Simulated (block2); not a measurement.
# AlF3 (SMILES [F][Al]([F])[F]) at DMRG/STO-3G

Aim: the vertical ionisation energy of AlF3 at DMRG/STO-3G, from 2 runs. 

The calculation is run with block2 0.5.4.

2 further runs of the same task are left out: 2 set aside as unsound or not needed. Runs told in other sessions of the task aren't counted.

## (1) The system as given

The species is AlF3 (4 atoms), meant as a singlet with charge 0. SMILES: `[F][Al]([F])[F]`. The shape comes from GFN2-xTB, which is rough for such elements, and wasn't checked as a minimum.

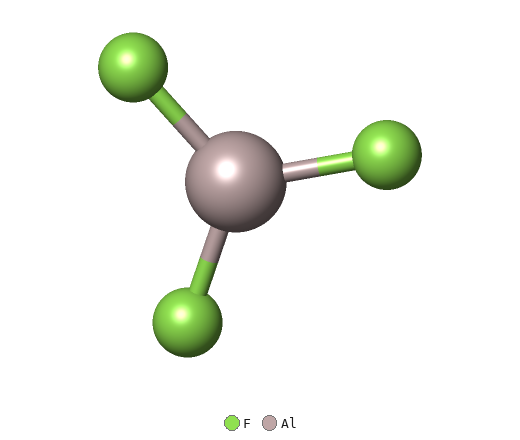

The structure, seen from a chosen angle (fluorine green, aluminium light grey).

## (2) A single-point energy at DMRG/STO-3G

make_fcidump.py reads:

```python
import numpy as np
from pyscf import ao2mo, cc, dft, gto, lo, mcscf, mp, scf
from pyscf.tools import fcidump

mol = gto.M(atom="""
F
Al 1 1.631381
F 2 1.631385 1 120.00027
F 2 1.631385 1 119.99859 3 -179.97718
""", basis="sto-3g", charge=0, spin=0, verbose=3)
print("basis functions                = %d" % (mol.nao))
mf = scf.RHF(mol)
mf.conv_tol = 1e-10
mf.max_cycle = 200
mf.kernel()
if not mf.converged:
    mf = mf.newton().run(mf.mo_coeff, mf.mo_occ)
print("SCF energy                     = %.10f" % (mf.e_tot))
# MP2, CCSD and CCSD(T) with the same frozen core
ref = mf
pt = mp.MP2(ref, frozen=8).run()
mycc = cc.CCSD(ref, frozen=8)
mycc.max_cycle = 150
mycc.kernel()
print("E(MP2)                         = %.10f" % (pt.e_tot))
if mycc.converged:
    print(f"E(CCSD)                        = {mycc.e_tot:.10f}")
    print(f"E(CCSD(T))                     = {mycc.e_tot + mycc.ccsd_t():.10f}")
    print(f"T1                             = {mycc.get_t1_diagnostic():.4f}")
# a few density functionals on the same geometry and basis
ks = dft.RKS(mol, xc="m062x").set(conv_tol=1e-9, verbose=3).run()
if ks.converged:
    print(f"E(M06-2X)                      = {ks.e_tot:.8f}")
ks = dft.RKS(mol, xc="r2scan").set(conv_tol=1e-9, verbose=3).run()
if ks.converged:
    print("E(r2SCAN)                      = %.8f" % (ks.e_tot))
ks = dft.RKS(mol, xc="tpssh").set(conv_tol=1e-9, verbose=3).run()
if ks.converged:
    print("E(TPSSh)                       = %.8f" % (ks.e_tot))
ks = dft.RKS(mol, xc="revpbe").set(conv_tol=1e-9, verbose=3).run()
if ks.converged:
    print(f"E(revPBE)                      = {ks.e_tot:.8f}")
# split localisation
mo = mf.mo_coeff.copy()
for a, b in ((8, 20), (20, 24)):
    if b - a > 1:
        mo[:, a:b] = lo.PM(mol, mo[:, a:b]).kernel()
mf.mo_coeff = mo
# write the integrals of the correlated orbitals
cas = mcscf.CASCI(mf, 16, 24)
h1, ecore = cas.get_h1eff()
fcidump.from_integrals("FCIDUMP", h1, cas.get_h2eff(), 16, 24, nuc=ecore, ms=0)
```

input.conf reads:

```
sym c1
orbitals FCIDUMP
nelec 24
spin 0
irrep 1
occ 2 2 2 2 2 2 2 2 2 2 2 2 0 0 0 0
cbias 0.3
schedule
0 100 1E-08 1E-04
2 150 1E-08 1E-04
5 200 1E-08 1E-05
8 200 1E-09 0.0
end
maxiter 14
sweep_tol 1E-07
fiedler
mem 1g
num_thrds 1
prefix ./tmp
outputlevel 2
```

On the command line:

```console
$ python make_fcidump.py && block2main input.conf
```

What it wrote:

```text
$ python make_fcidump.py
[... 122 lines left out ...]
 <-- Site =    5-   6 .. Mmps =  100 Ndav =   6 E =   -533.3336686209 Error = 7.27e-07 FLOPS = 3.43e+09 Tdav = 0.27 T = 0.37
[... 52 lines left out ...]
 <-- Site =    0-   1 .. Mmps =   12 Ndav =   1 E =   -533.3386195059 Error = 5.77e-18 FLOPS = 6.04e+08 Tdav = 0.00 T = 0.01
[... 61 lines left out ...]
 --> Site =    4-   5 .. Mmps =  200 Ndav =   2 E =   -533.3386463703 Error = 2.14e-09 FLOPS = 3.74e+09 Tdav = 0.19 T = 0.30
[... 52 lines left out ...]
 --> Site =    9-  10 .. Mmps =  200 Ndav =   4 E =   -533.3386544659 Error = 2.94e-08 FLOPS = 3.88e+09 Tdav = 0.61 T = 0.82
[... 47 lines left out ...]
 --> Site =    9-  10 .. Mmps =  200 Ndav =   4 E =   -533.3386546474 Error = 2.80e-08 FLOPS = 3.86e+09 Tdav = 0.59 T = 0.79
 --> Site =   10-  11 .. Mmps =  173 Ndav =   2 E =   -533.3386544891 Error = 2.98e-16 FLOPS = 3.49e+09 Tdav = 0.13 T = 0.27
 --> Site =   11-  12 .. Mmps =   87 Ndav =   1 E =   -533.3386544891 Error = 5.01e-16 FLOPS = 2.66e+09 Tdav = 0.02 T = 0.11
 --> Site =   12-  13 .. Mmps =   34 Ndav =   1 E =   -533.3386544891 Error = 3.85e-16 FLOPS = 1.75e+09 Tdav = 0.00 T = 0.03
 --> Site =   13-  14 .. Mmps =   10 Ndav =   1 E =   -533.3386544891 Error = 4.78e-18 FLOPS = 4.66e+08 Tdav = 0.00 T = 0.01
 --> Site =   14-  15 .. Mmps =    3 Ndav =   1 E =   -533.3386544891 Error = 1.36e-18 FLOPS = 4.61e+07 Tdav = 0.00 T = 0.00
[... 8 lines left out ...]
Final canonical form =  LLLLLLLLLLLLLLLC 14
DMRG Energy = -533.338657882783309
```

Run time: 94 s. Hardware: 1 thread of Arm Neoverse V1, shared host; peak memory 0.32 GiB.

## (3) The doublet cation: the energy at DMRG/STO-3G

make_fcidump.py reads:

```python
from pyscf import ao2mo, cc, dft, gto, mcscf, mp, scf
from pyscf.tools import fcidump

geom = """
F      1.61225764    -1.39786821     2.22498244
Al    -0.00013228     0.00015118     0.00017008
F     -2.74966489    -1.11142352    -0.84158953
F      1.13753954     2.50914055    -1.38358188
"""
mol = gto.M(
    atom=geom,
    basis="sto-3g",
    unit="bohr",
    charge=1,
    spin=1,
    verbose=3,
    max_memory=2000,
)
print("nao: %d" % (mol.nao))
mf = scf.ROHF(mol)
mf.conv_tol = 1e-10
mf.max_cycle = 200
mf.kernel()
if not mf.converged:
    mf = mf.newton().run(mf.mo_coeff, mf.mo_occ)
print("E(HF): %.10f" % (mf.e_tot))
# MP2, CCSD and CCSD(T) with the same frozen core
ref = scf.UHF(mol).run(mf.make_rdm1(), conv_tol=1e-10)
pt = mp.MP2(ref, frozen=8).run()
mycc = cc.CCSD(ref, frozen=8)
mycc.max_cycle = 150
mycc.kernel()
print("MP2 total energy: %.10f" % (pt.e_tot))
if mycc.converged:
    print("E(CCSD): %.10f" % (mycc.e_tot))
    print(f"E(CCSD(T)): {mycc.e_tot + mycc.ccsd_t():.10f}")
# a few density functionals on the same geometry and basis
ks = dft.UKS(mol, xc="m062x").set(conv_tol=1e-9, verbose=3).run(mf.make_rdm1())
if ks.converged:
    print(f"E(M06-2X): {ks.e_tot:.8f}")
ks = dft.UKS(mol, xc="r2scan").set(conv_tol=1e-9, verbose=3).run(mf.make_rdm1())
if ks.converged:
    print("E(r2SCAN): %.8f" % (ks.e_tot))
ks = dft.UKS(mol, xc="tpssh").set(conv_tol=1e-9, verbose=3).run(mf.make_rdm1())
if ks.converged:
    print("E(TPSSh): %.8f" % (ks.e_tot))
ks = dft.UKS(mol, xc="revpbe").set(conv_tol=1e-9, verbose=3).run(mf.make_rdm1())
if ks.converged:
    print(f"E(revPBE): {ks.e_tot:.8f}")
# FCIDUMP for the DMRG program
cas = mcscf.CASCI(mf, 16, 23)
h1, ecore = cas.get_h1eff()
fcidump.from_integrals("FCIDUMP", h1, cas.get_h2eff(), 16, 23, nuc=ecore, ms=1)
```

input.conf reads:

```
sym c1
orbitals FCIDUMP
nelec 23
spin 1
irrep 1
occ 2 2 2 2 2 2 2 2 2 2 2 1 0 0 0 0
cbias 0.2
schedule
0 50 1E-09 1E-03
4 100 1E-09 1E-04
8 150 1E-09 1E-04
10 200 1E-09 1E-05
13 200 1E-10 0.0
end
maxiter 19
sweep_tol 1E-07
noreorder
mem 1g
num_thrds 1
prefix ./tmp
outputlevel 1
onepdm
```

On the command line:

```console
$ python make_fcidump.py && block2main input.conf
```

What it wrote:

```text
$ python make_fcidump.py
nao: 24
converged SCF energy = -532.867952816211
E(HF): -532.8679528162
converged SCF energy = -532.872348447853  <S^2> = 0.76248967  2S+1 = 2.0124509
E(UMP2) = -533.008115494388  E_corr = -0.135767046534868
E(SCS-UMP2) = -532.99440798388  E_corr = -0.122059536027279
E(UCCSD) = -533.0249051128254  E_corr = -0.152556664972291
MP2 total energy: -533.0081154944
E(CCSD): -533.0249051128
UCCSD(T) correction = -0.0223319848915579
E(CCSD(T)): -533.0472370977
converged SCF energy = -534.472679693421  <S^2> = 0.75533501  2S+1 = 2.0053279
E(M06-2X): -534.47267969
converged SCF energy = -534.414910664944  <S^2> = 0.7519042  2S+1 = 2.0019033
E(r2SCAN): -534.41491066
converged SCF energy = -534.53911856249  <S^2> = 0.75190207  2S+1 = 2.0019012
E(TPSSh): -534.53911856
converged SCF energy = -534.384111767082  <S^2> = 0.75112778  2S+1 = 2.0011275
E(revPBE): -534.38411177

[... 35 lines left out ...]
integral sym error =            0
[... 72 lines left out ...]
Final canonical form =  LLLLLLLLLLLLLLLC 14
DMRG Energy = -533.053073217224096
[... 21 lines left out ...]
Expectation | Direction = backward | BRA bond dimension =  200 | KET bond dimension =  200
Time elapsed =      0.402
NPDM Sorting | Nsites =    16 | Nmaxops =  2 | DotSite = 2 | SymbolFree = T | Compressed = T | LowMem = F | Mem = 2.00 KB
Ttotal =      0.000

DMRG OCC =   1.997 1.997 1.997 1.974 1.912 1.955 1.953 1.124 1.893 1.980 1.971 1.992 0.119 0.072 0.033 0.031
```

Run time: 8.3 min. Hardware: 1 thread of Arm Neoverse V1, shared host; peak memory 0.33 GiB.

## (4) Summary of results

At DMRG/STO-3G, 8 core orbitals frozen:

```
                                          quantity          value
                  run 1, DMRG/STO-3G: total energy  -533.33866 Eh
run 1, DMRG/STO-3G: T1 diagnostic of the CCSD step          0.015
                      doublet cation: total energy  -533.05307 Eh
vertical ionisation energy (to the doublet cation)       7.771 eV
```

**Reading.** The vertical ionisation energy comes to 7.77 eV (750 kJ/mol). In a minimal basis such a difference can be off by several eV, whatever the method.
